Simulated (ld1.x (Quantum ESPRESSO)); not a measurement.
# Potentials for Ta that differ in a few settings, part 2 of 2

One potential is built and tested. Then a few of its settings are changed, to learn what that costs or gains.

ld1.x (Quantum ESPRESSO) 7.5; first potential PBE, scalar-relativistic. The steps go on from the part before.

## 5. Plane-wave convergence, by spherical Bessel functions

A separate test, outside the generator: the pseudo-atom's Hamiltonian at the reference potential is diagonalised in spherical Bessel functions j_l(qr) that vanish at 20 bohr, with q² up to the cutoff.

All-electron valence levels (Ry): 5p -2.8957, 6p -0.1022, 5d -0.2639, 5s -5.3656, 6s -0.4000. The lowest levels of each channel (Ry) by cutoff; the last column sums, over occupied levels, occupation times the distance from the level at 400 Ry. A positive value at high cutoff is not a bound level.

```csv
cutoff (Ry),p #1,p #2,d #1,s #1,s #2,f #1,Σ f·Δε (mRy)
8,-2.3603,-0.0699,-0.0753,-5.2513,-0.4548,0.1067,4130.5
15,-2.8624,-0.1012,-0.2098,-5.2746,-0.5078,0.1066,561.7
25,-2.8951,-0.1029,-0.2610,-5.3491,-0.5103,0.1066,57.9
45,-2.8957,-0.1039,-0.2638,-5.3620,-0.5160,0.1066,8.6
60,-2.8957,-0.1039,-0.2639,-5.3651,-0.5161,0.1066,1.5
70,-2.8957,-0.1039,-0.2639,-5.3654,-0.5163,0.1066,0.5
90,-2.8957,-0.1040,-0.2639,-5.3655,-0.5164,0.1066,0.2
400,-2.8957,-0.1040,-0.2639,-5.3656,-0.5165,0.1066,0.0
```

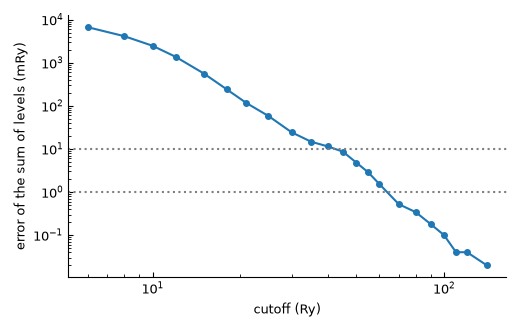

Occupation-weighted error of the valence levels against the cutoff; the dotted lines mark 10 and 1 mRy.

The sum stays within 10 mRy from 45 Ry and within 1 mRy from 70 Ry. The sum leaves out empty levels, which can need more. Ghost test: no level below the all-electron spectrum of its channel (p, d, s, f tested).

## 6. Changed: waves 5d (bound): rc 2.20 bohr; core correction none (was a·sin …

In full, the change is: waves 5d (bound): rc 2.20 bohr; core correction none (was a·sin(br)/r model core inside 1.62 bohr).

Ta.in reads:

```
 &input
   title='Ta', zed=73., rel=1, dft='PBE', iswitch=3,
   config='[Xe] 4f14 5d3 6s2 6p0',
   nld=3, rlderiv=2.40, eminld=-7.0, emaxld=5.0, deld=0.02
 /
 &inputp
   pseudotype=2, tm=.true., lloc=0,
   nlcc=.false.,
   file_pseudopw='Ta.UPF', file_wfcaegen='ae.wfc', file_wfcncgen='nc.wfc', file_beta='beta', file_chi='chi'
 /
3
5P  2  1   6.00   0.00  2.10  2.10  0.0
5D  3  2   3.00   0.00  2.20  2.20  0.0
5S  1  0   2.00   0.00  1.75  1.75  0.0
 &test
   configts(1)='5s2 5p6 5d3 6s2 6p0'
 /
```

On the command line:

```console
$ ld1.x < Ta.in > Ta.out
```

The output, Ta.out (without the banner and most projector matrices):

```text
     Program LD1 v.7.5
     [... all-electron run as in step 2 ...]


     --------------------- Generating NC pseudopotential ---------------------

      Generating local pot.: lloc=0, matching radius rcloc =   1.7500

      Wfc   5P  rcut= 2.085  Using Troullier-Martins method

      Wfc   5D  rcut= 2.191  Using Troullier-Martins method

     ------------------- End of pseudopotential generation -------------------

     [... all-electron run as in step 2 ...]


     Computing logarithmic derivative in   2.40683

       Warning: n=2, l=1 expected 0 nodes, found 1
       Setting wfc to zero for this iteration
       (This warning will only be printed once per wavefunction)

     Computing logarithmic derivative in   2.40683
     Computing the partial wave expansion
       no projector for channel:   0
     R is outside the sphere for l=    1 j= 0.00
     R is outside the sphere for l=    2 j= 0.00

     ---------------------- Testing the pseudopotential ----------------------

     Ta
     scalar relativistic calculation

     atomic number is 73.00   valence charge is 13.00
     dft =PBE   lsd =0 sic =0 latt =0  beta=0.20 tr2=1.0E-14
     mesh =1273 r(mesh) = 100.43799 xmin = -7.00 dx = 0.01250

     n l     nl             e AE (Ry)        e PS (Ry)    De AE-PS (Ry)
     1 0     5S   1( 2.00)       -5.36556       -5.36555       -0.00000
     2 1     5P   1( 6.00)       -2.89574       -2.89574        0.00000
     3 2     5D   1( 3.00)       -0.26390       -0.26390        0.00000
     2 0     6S   1( 2.00)       -0.40000       -0.51647        0.11647  !
     3 1     6P   1( 0.00)       -0.10225       -0.10397        0.00172

     eps = 9.5E-15  iter = 26

     Etot =  -31209.127621 Ry,  -15604.563811 Ha, -424621.813051 eV
     Etotps =  -119.276310 Ry,     -59.638155 Ha,   -1622.836871 eV

     Ekin =      34.764484 Ry,      17.382242 Ha,     472.994905 eV
     Encl =    -235.626998 Ry,    -117.813499 Ha,   -3205.868628 eV
     Ehrt =      93.323183 Ry,      46.661591 Ha,    1269.726586 eV
     Ecxc =     -13.235237 Ry,      -6.617618 Ha,    -180.074573 eV
     Epseu=       1.498258 Ry,       0.749129 Ha,      20.384839 eV

     ---------------------- End of pseudopotential test ----------------------
```

It took 5.2 s on 1 thread, shared host. This counts the later configuration tests of the new file too.

The test run was repeated on this file; only its results are given.

The tests as a table, with energies relative to 5s2 5p6 5d3 6s2 6p0. A star marks tests that logged a warning.

```tsv
valence configuration	charge	ΔE all-electron (eV)	error AE − PS (meV)
5s2 5p6 5d3 6s1 6p0 *	+1	8.467	-1972
5s2 5p6 5d3 6s0 6p0	+2	23.439	-4880
5s2 5p6 5d2 6s0 6p0	+3	47.043	-6535
5s2 5p6 5d3.5 6s1.5 6p0	0	0.989	-761
5s2 5p6 5d3 6s0 6p2	0	8.595	-3710
5s2 5p6 5d3 6s1.5 6p0	+0.5	3.461	-885
5s2 5p6 5d3 6s1 6p1	0	4.178	-1706
```

Against the first potential, the loose cutoff stays at 45 Ry, the largest test error goes from -7358 to -6535 meV and there is no bound ghost.

## 7. Changed: local potential the d channel; core correction none (was a·sin …

In full, the change is: local potential the d channel; core correction none (was a·sin(br)/r model core inside 1.62 bohr).

Ta.in reads:

```
 &input
   title='Ta', zed=73., rel=1, dft='PBE', iswitch=3,
   config='[Xe] 4f14 5d3 6s2 6p0',
   nld=3, rlderiv=2.30, eminld=-7.0, emaxld=5.0, deld=0.02
 /
 &inputp
   pseudotype=2, tm=.true., lloc=2,
   nlcc=.false.,
   file_pseudopw='Ta.UPF', file_wfcaegen='ae.wfc', file_wfcncgen='nc.wfc', file_beta='beta', file_chi='chi'
 /
3
5S  1  0   2.00   0.00  1.75  1.75  0.0
5P  2  1   6.00   0.00  2.10  2.10  0.0
5D  3  2   3.00   0.00  1.65  1.65  0.0
 &test
   configts(1)='5s2 5p6 5d3 6s2 6p0'
 /
```

On the command line:

```console
$ ld1.x < Ta.in > Ta.out
```

Output in Ta.out (without the banner and most projector matrices):

```text
     Program LD1 v.7.5
     [... all-electron run as in step 2 ...]


     --------------------- Generating NC pseudopotential ---------------------

      Generating local pot.: lloc=2, matching radius rcloc =   1.6500

      Wfc   5S  rcut= 1.750  Using Troullier-Martins method

      Wfc   5P  rcut= 2.085  Using Troullier-Martins method

     ------------------- End of pseudopotential generation -------------------

     [... all-electron run as in step 2 ...]


     Computing logarithmic derivative in   2.28945
     Computing logarithmic derivative in   2.28945
     Computing the partial wave expansion
     R is outside the sphere for l=    0 j= 0.00
     R is outside the sphere for l=    1 j= 0.00
       no projector for channel:   2

     ---------------------- Testing the pseudopotential ----------------------

     Ta
     scalar relativistic calculation

     atomic number is 73.00   valence charge is 13.00
     dft =PBE   lsd =0 sic =0 latt =0  beta=0.20 tr2=1.0E-14
     mesh =1273 r(mesh) = 100.43799 xmin = -7.00 dx = 0.01250

     n l     nl             e AE (Ry)        e PS (Ry)    De AE-PS (Ry)
     1 0     5S   1( 2.00)       -5.36556       -5.36555       -0.00000
     2 1     5P   1( 6.00)       -2.89574       -2.89574        0.00000
     3 2     5D   1( 3.00)       -0.26390       -0.26390       -0.00001
     2 0     6S   1( 2.00)       -0.40000       -0.36452       -0.03547  !
     3 1     6P   1( 0.00)       -0.10225       -0.13293        0.03068  !

     eps = 9.4E-16  iter = 12

     Etot =  -31209.127621 Ry,  -15604.563811 Ha, -424621.813051 eV
     Etotps =  -115.675090 Ry,     -57.837545 Ha,   -1573.839770 eV

     Ekin =      33.597040 Ry,      16.798520 Ha,     457.111020 eV
     Encl =    -226.889229 Ry,    -113.444615 Ha,   -3086.985226 eV
     Ehrt =      89.906623 Ry,      44.953311 Ha,    1223.241917 eV
     Ecxc =     -12.866797 Ry,      -6.433399 Ha,    -175.061694 eV
     Epseu=       0.577274 Ry,       0.288637 Ha,       7.854212 eV

     ---------------------- End of pseudopotential test ----------------------
```

Wall time 5 s (1 thread, shared host). This counts the later configuration tests of the new file too.

The new file went through the configuration test as well (its log is not shown).

Energies count from the reference configuration 5s2 5p6 5d3 6s2 6p0; the error is all-electron less pseudo.

```csv
valence configuration,charge,ΔE all-electron (eV),error AE − PS (meV)
5s2 5p6 5d3 6s1 6p0,+1,8.467,+603
5s2 5p6 5d3 6s0 6p0,+2,23.439,+1496
5s2 5p6 5d2 6s0 6p0,+3,47.043,+2046
5s2 5p6 5d3.5 6s1.5 6p0,0,0.989,+225
5s2 5p6 5d3 6s0 6p2,0,8.595,+3738
5s2 5p6 5d3 6s1.5 6p0,+0.5,3.461,+270
5s2 5p6 5d3 6s1 6p1,0,4.178,+1772
```

With this change the largest test error goes from -7358 to +3738 meV and the phase difference near zero goes from 0.98 to 1.93 rad.

## 8. Comparison

The summary covers parts 1 to 2.

Cutoffs, loose and tight: the cutoffs (Ry, on a coarse ladder) from which the occupation-weighted sum of valence levels, in a spherical-Bessel basis at the reference potential, stays within 10 and 1 mRy of its value at 400 Ry; empty and scattering waves don't count. The number of plane waves in a given cell goes as the cutoff to the power 3/2; it is given for the loose cutoff, relative to the first potential. Test errors are all-electron less pseudo. The phase difference is the largest within 1 Ry of zero, over the channels with partial waves. A dash means not determined.

```tsv
change	outcome	cutoff, loose	cutoff, tight	plane waves, relative	bound ghosts	largest test error (meV)	phase difference near zero (rad)
first potential	generated	45 Ry	70 Ry	1.00	none	-7358	0.980
waves 5d (bound): rc 2.20 bohr; core correction none (was a·sin(br)/r model core inside 1.62 bohr)	generated	45 Ry	70 Ry	1.00	none	-6535	0.874
local potential the d channel; core correction none (was a·sin(br)/r model core inside 1.62 bohr)	generated	–	–	–	not determined	+3738	1.926
```

**Reading.** Among those with the same tests, the variant "local potential the d channel; core correction none (was a·sin …" has the smallest worst error, +3738 meV.

The first potential by itself. Already in the reference configuration the 6s level is off by 1585 meV; it has no partial wave or projector of its own. The worst unpolarised test, 5s2 5p6 5d2 6s0 6p0, is off by 7358 meV on 47.0 eV; by total energies transferability rates as poor. That test lies far up in energy; among those under 40 eV, nearer to bonding, the largest error is 5356 meV. It counts as of middling hardness, with 45 Ry needed at the looser tolerance. The slowest occupied level is 5s: taken alone it needs 55 Ry to come within 1 mRy, against 40 Ry for 6s.
